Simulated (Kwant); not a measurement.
Model system: quantum point contact (saddle potential) in a InAs two-dimensional gas. Effective mass 0.023 mₑ, grid spacing 12 nm, hard walls, nominal width 300 nm (25 grid rows, so walls 312 nm apart), one parabolic valley, scattering region 900 nm long along x; energies count from the band bottom; Fermi energy 0.0101 eV. Potential (V0 + ½k y²) cos²(πx/L) for |x| < L/2, with V0 swept from 0.010605 to 0 eV, k = 4.8e-06 eV/nm², L = 540 nm. Perpendicular field 0.077 T, also in the leads; orbital effect alone.

The device is made up for the run: typed textbook-type constants, with dimensions and the other settings drawn at random.

Computed with Kwant: effective-mass tight-binding model on a square grid, one spin, coherent transport at 0 K. Conductance is in e²/h.

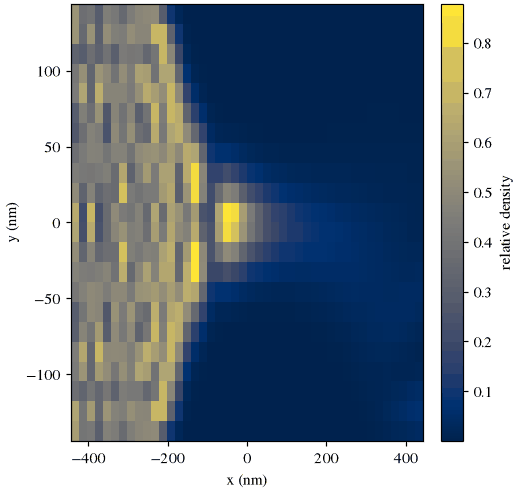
Figure: Density of the scattering states that come in from the left lead, at gate = 0.0079922 eV, in bins, relative to the largest site value

The conductance there is 0.64 e²/h with 7 open channel(s) in the leads.
